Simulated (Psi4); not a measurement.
Intermolecular potential of C4H4S ··· C4H4S (SMILES c1ccsc1 and c1ccsc1). Monomers: optimised at B3LYP-D3(BJ) (def2-TZVP), held rigid. Orientation: lowest of the rigid-body minima from ten starts at GFN2-xTB. Only R, the distance of the centres of mass, is varied, so the lowest point isn't the relaxed dimer.

Method: Psi4 with SAPT0/jun-cc-pVDZ, frozen core.

Components in kcal/mol:

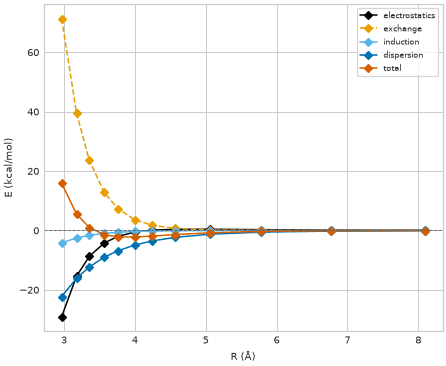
Figure: Components of the interaction energy.

| R / Å | electrostatics | exchange | induction | dispersion | total |
|---|---|---|---|---|---|
| 2.97 | -29.01 | 71.31 | -4.17 | -22.26 | 15.87 |
| 3.18 | -15.40 | 39.51 | -2.52 | -16.09 | 5.50 |
| 3.36 | -8.72 | 23.62 | -1.64 | -12.28 | 0.97 |
| 3.57 | -4.25 | 12.85 | -1.00 | -9.03 | -1.43 |
| 3.76 | -2.03 | 7.37 | -0.63 | -6.88 | -2.18 |
| 4.00 | -0.57 | 3.63 | -0.36 | -4.93 | -2.23 |
| 4.24 | 0.08 | 1.79 | -0.22 | -3.57 | -1.91 |
| 4.57 | 0.38 | 0.67 | -0.12 | -2.33 | -1.39 |
| 5.06 | 0.40 | 0.15 | -0.06 | -1.29 | -0.80 |
| 5.78 | 0.26 | 0.01 | -0.02 | -0.58 | -0.34 |
| 6.77 | 0.13 | 0.00 | -0.01 | -0.23 | -0.11 |
| 8.09 | 0.05 | 0.00 | 0.00 | -0.08 | -0.03 |
